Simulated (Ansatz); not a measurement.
# GeH2O2 (SMILES [OH][Ge][OH]): r2SCAN/def2-SVPD

What is the electronic atomisation energy of GeH2O2 at r2SCAN/def2-SVPD? 

The results are computed with Ansatz 0.2.0.

51 further runs of the same task are left out: 51 set aside as unsound or not needed.

## Step 1: The structure to begin with

GeH2O2: 5 atoms, total charge 0, spin state singlet. SMILES: `[OH][Ge][OH]`. Geometry: relaxed at PBE0-D4/def2-TZVP. This is one conformer, not always the lowest.

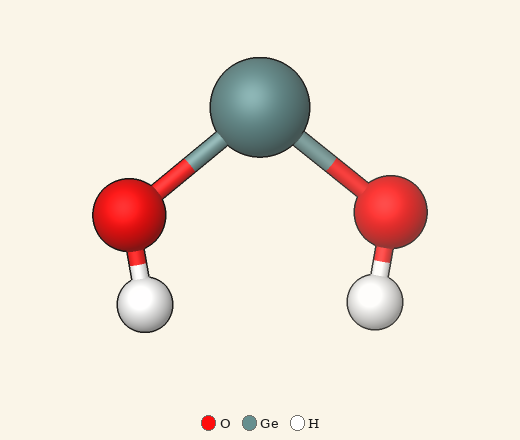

Viewed from a chosen angle; oxygen red, germanium teal, hydrogen white.

## Step 2: The energy at r2SCAN/def2-SVPD

Input file input.yaml:

```yaml
crystal:
  periodic: [false, false, false]
  atoms:
    - {symbol: O, position_ang: [-1.341000, -0.099500, -0.377400]}
    - {symbol: Ge, position_ang: [-0.316400, -0.895800, 0.855300]}
    - {symbol: O, position_ang: [1.281900, -0.142300, 0.570200]}
    - {symbol: H, position_ang: [-0.940900, 0.550800, -0.961500]}
    - {symbol: H, position_ang: [1.366400, 0.513200, -0.127900]}
basis:
  gaussian: {orbitals: def2-SVPD}
hamiltonian: {xc: r2scan}
accuracy: high
output: {orbitals: {seedname: orbitals}}
```

Started as:

```
$ ansatz run input.yaml --threads 1 --pin off --max-ram 3480MiB --events-out events.jsonl --progress --plain --runs-dir runs
```

The program printed:

```text
Warning: RAYON_NUM_THREADS=1 ignored (pool sized by the plan → 1); use --threads N
Functional definition: r2SCAN
  name "r2SCAN"
  parameter k0 = 0.174
  parameter k1 = 0.065
  parameter a1 = 4.9479
  exchange = r2scan_x(k0 = k0, k1 = k1, a1 = a1)
  correlation = r2scan_c
1915 factors; integrals over basis functions are off by at most 4.2e-9 eV
mean field evaluation 1: about -60622.6435 eV, gradient 8.0e1 eV
mean field evaluation 2: about -60563.7951 eV, gradient 1.8e2 eV
mean field evaluation 4: about -60633.9793 eV, gradient 5.5e0 eV
mean field evaluation 8: about -60634.0624 eV, gradient 4.2e-2 eV
mean field evaluation 16: about -60634.0624 eV, gradient 8.1e-6 eV
mean field -60634.06241074 eV, -2228.2606943511 hartree, gradient 3.9e-8 eV, S^2 0.000000; 0 other end points of the search recorded, 0 dependent functions left out
reference -60634.06241153 eV, -2228.2606943800 hartree; 25, 25 occupied and 75, 75 virtual orbitals, 1915 factors
Total energy: -60634.06241153 eV, -2228.2606943800 hartree
```

Run time: 5.7 s. Hardware: 1 thread of Intel Xeon 6975P-C (Granite Rapids), shared host; peak memory 0.29 GiB.

## Step 3: The Ge atom at the same level

Input file run.yaml:

```yaml
crystal:
  periodic: [false, false, false]
  atoms:
    - {symbol: Ge, position_ang: [0.000000, 0.000000, 0.000000]}
basis:
  gaussian: {orbitals: def2-SVPD}
magnetization: {spin_polarized: true, initial_magnetization: 2}
hamiltonian: {xc: r2scan}
accuracy: high
```

Started as:

```
$ ansatz run run.yaml --threads 1 --pin off --max-ram 3480MiB --events-out events.jsonl --progress --plain --runs-dir runs
```

The program printed, cut to the lines that bear on the results:

```text
Warning: RAYON_NUM_THREADS=1 ignored (pool sized by the plan → 1); use --threads N
[... 7 set-up lines as earlier in the session ...]
370 factors; integrals over basis functions are off by at most 4.8e-9 eV
mean field evaluation 1: about -56508.3722 eV, gradient 5.8e0 eV
mean field evaluation 2: about -56508.4405 eV, gradient 5.1e0 eV
mean field evaluation 4: about -56508.4816 eV, gradient 1.4e-1 eV
mean field evaluation 8: about -56508.4841 eV, gradient 1.7e-3 eV
mean field evaluation 16: about -56508.4841 eV, gradient 2.1e-7 eV
mean field evaluation 32: about -56508.4841 eV, gradient 9.9e-5 eV
mean field -56508.48410200 eV, -2076.6484879222 hartree, gradient 2.6e-8 eV, S^2 2.005127; 3 other end points of the search recorded, 0 dependent functions left out
reference -56508.48410504 eV, -2076.6484880340 hartree; 17, 15 occupied and 21, 23 virtual orbitals, 370 factors
Total energy: -56508.48410504 eV, -2076.6484880340 hartree
```

Run time: 3.6 s. Hardware: 1 thread of Intel Xeon 6975P-C (Granite Rapids), shared host; peak memory 0.16 GiB.

## Step 4: The H atom

Input file in.yaml:

```yaml
crystal:
  periodic: [false, false, false]
  atoms:
    - {symbol: H, position_ang: [0.000000, 0.000000, 0.000000]}
basis:
  gaussian: {orbitals: def2-SVPD}
magnetization: {spin_polarized: true, initial_magnetization: 1}
hamiltonian: {xc: r2scan}
accuracy: high
```

Started as:

```
$ ansatz run in.yaml --threads 1 --pin off --max-ram 3480MiB --events-out events.jsonl --progress --plain --runs-dir runs
```

The program printed, cut to the lines that bear on the results:

```text
Warning: RAYON_NUM_THREADS=1 ignored (pool sized by the plan → 1); use --threads N
[... 7 set-up lines as earlier in the session ...]
33 factors; integrals over basis functions are off by at most 4.9e-10 eV
mean field evaluation 1: about -13.5842 eV, gradient 3.3e-3 eV
mean field evaluation 2: about -13.5842 eV, gradient 3.4e-3 eV
mean field evaluation 4: about -13.5842 eV, gradient 2.8e-5 eV
mean field -13.58416968 eV, -0.4992090282 hartree, gradient 8.8e-10 eV, S^2 0.750000; 0 other end points of the search recorded, 0 dependent functions left out
reference -13.58417057 eV, -0.4992090606 hartree; 1, 0 occupied and 7, 8 virtual orbitals, 33 factors
Total energy: -13.58417057 eV, -0.4992090606 hartree
```

Wall time 0.2 s (1 thread of Intel Xeon 6975P-C (Granite Rapids), shared host).

## Step 5: The O atom

Input file run.yaml:

```yaml
basis:
  gaussian: {orbitals: def2-SVPD}
crystal:
  periodic: [false, false, false]
  atoms:
    - {symbol: O, position_ang: [0.000000, 0.000000, 0.000000]}
magnetization: {spin_polarized: true, initial_magnetization: 2}
accuracy: high
hamiltonian: {xc: r2scan}
```

Run the same way, it converges to -74.97041 Eh (log not shown).

## Step 6: Outcome

At r2SCAN/def2-SVPD:

| quantity | value |
| --- | --- |
| molecule: total energy | -2228.26069 Eh |
| molecule: HOMO energy | -7.17 eV |
| molecule: LUMO energy | -2.34 eV |
| molecule: HOMO–LUMO gap | 4.83 eV |
| Ge atom: total energy | -2076.64849 Eh |
| Ge atom: ⟨S²⟩ | 2.005 |
| H atom: total energy | -0.49921 Eh |
| H atom: ⟨S²⟩ | 0.750 |
| O atom: total energy | -74.97041 Eh |
| O atom: ⟨S²⟩ | 2.005 |
| electronic atomisation energy | 18.312 eV |

In words: Taking the molecule apart into free atoms costs 18.31 eV (422 kcal/mol), before zero-point energy and without spin-orbit coupling.
